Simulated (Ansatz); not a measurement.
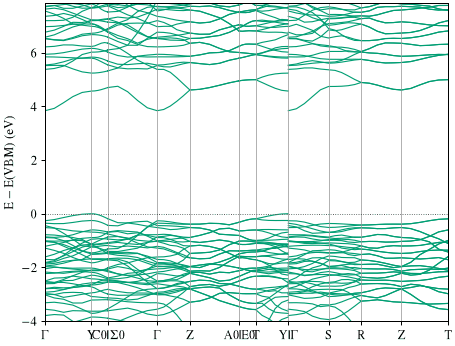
Figure: Band structure from DFT-r²SCAN in the program Ansatz with PAW potentials

Q: Read off the gap and where the band edges lie.

A: About 3.8 eV (3.84 eV by a search for the band edges); maximum at Y, minimum at Γ.

Q: Which compound is it?
(A) Y3SbO7, Cmcm (Pearson symbol oS44)
(B) K2TeOF4, Cmcm (Pearson symbol oS32)
(C) Na2CrO4, Cmcm (Pearson symbol oS28)
(D) Cl, molecular I2 type

A: A, Y3SbO7, Cmcm (Pearson symbol oS44)

The first step of the workflow began from a Materials Project structure, measured or hypothetical; the Crystallography Open Database copy checked does not list it. Its standing as an ambient phase is unchecked. The r²SCAN relaxation kept the symmetry of its start; whether a distortion lowers the energy is not shown. The run is not spin-polarised. Scalar-relativistic: spin–orbit coupling is off unless named, which matters more the heavier the elements.

Potentials: the later of the program's two PAW sets.
